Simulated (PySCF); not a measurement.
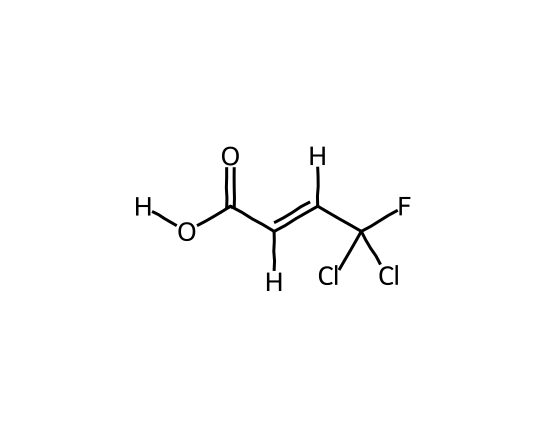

Skeletal drawing of a molecule.

Write the SMILES.

Answer. O=C(O)/C=C/C(F)(Cl)Cl

Give the formula, hydrogens included.

Answer. C4H3Cl2FO2.

An optimisation with GFN2-xTB gave a structure of which point group?

Answer. Cs. Other conformers may differ.

The parts below concern this one geometry. Atoms keep their numbers from picture to picture. Computed geometry: GFN2-xTB optimisation. No frequency run is at hand to confirm it as a minimum.

Bond orders

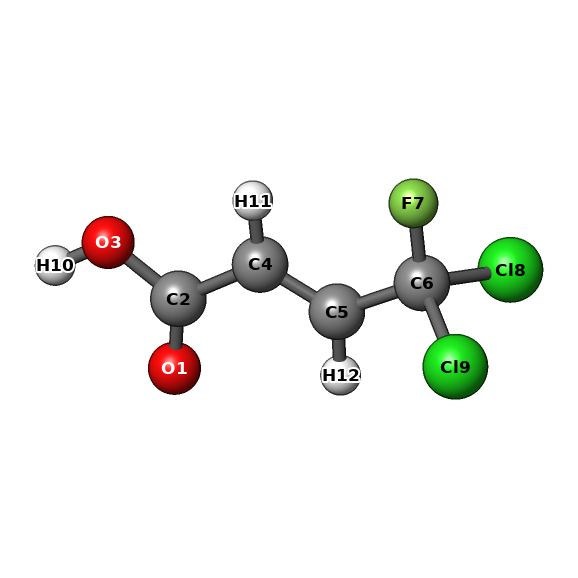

Every bond is drawn as one stick. No frequency run is at hand to confirm it as a minimum. Computed with PBE0/pcSseg-1 (PySCF 2.14.0).

Which bond has the highest Mayer bond order?

Answer. O1–C2, 1.98, at a length of 1.202 Å.

List the Mayer bond orders of O1–C2, C2–O3, C2–C4, O3–H10, C4–C5, C4–H11, C5–C6, C5–H12, C6–F7, C6–Cl8 (one bond of each equivalent set).

| bond | Mayer order | length (Å) |
| --- | --- | --- |
| O1–C2 | 1.98 | 1.202 |
| C2–O3 | 1.14 | 1.335 |
| C2–C4 | 0.98 | 1.483 |
| O3–H10 | 0.92 | 0.971 |
| C4–C5 | 1.79 | 1.329 |
| C4–H11 | 0.95 | 1.079 |
| C5–C6 | 0.92 | 1.484 |
| C5–H12 | 0.92 | 1.081 |
| C6–F7 | 0.98 | 1.348 |
| C6–Cl8 | 1.05 | 1.789 |

NMR shielding

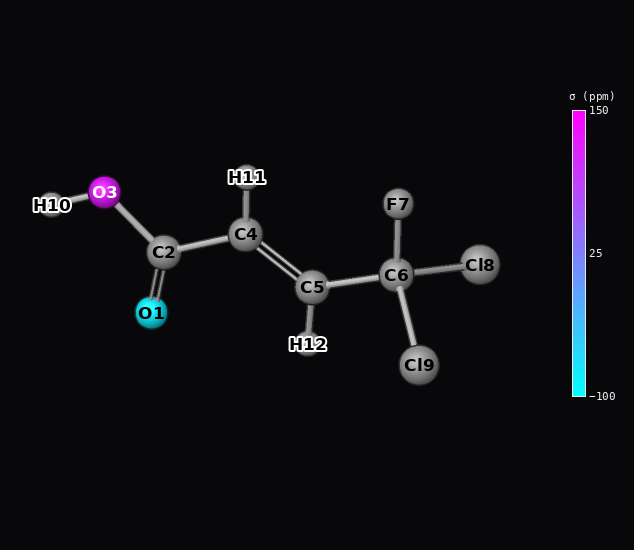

Atoms are coloured by their isotropic NMR shieldings (O only, the others grey). No frequency run is at hand to confirm it as a minimum. Properties computed with GIAO PBE0/pcSseg-1 NMR shielding, non-relativistic, gas phase (PySCF 2.14.0).

List the isotropic NMR shieldings of the O atoms.

```json
{"atom": "O1", "σ (ppm)": "−81.5"}
{"atom": "O3", "σ (ppm)": "122.1"}
```

Dipole moment

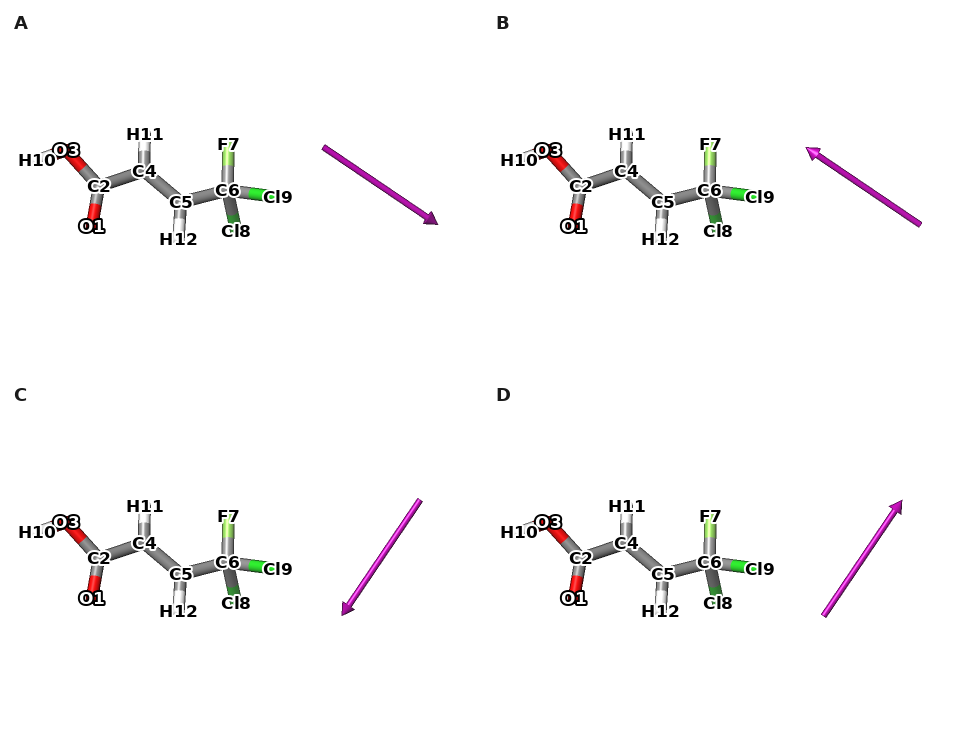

The same molecule four times, each with an arrow. No frequency run is at hand to confirm it as a minimum. Level of theory: PBE0/pcSseg-1, gas phase (PySCF 2.14.0).

Which arrow points along the dipole moment, from the negative to the positive end?

Answer. B. The dipole moment is 1.82 D; it points from the side of Cl8, Cl9 to the side of H10 (the outermost atoms at the two ends).
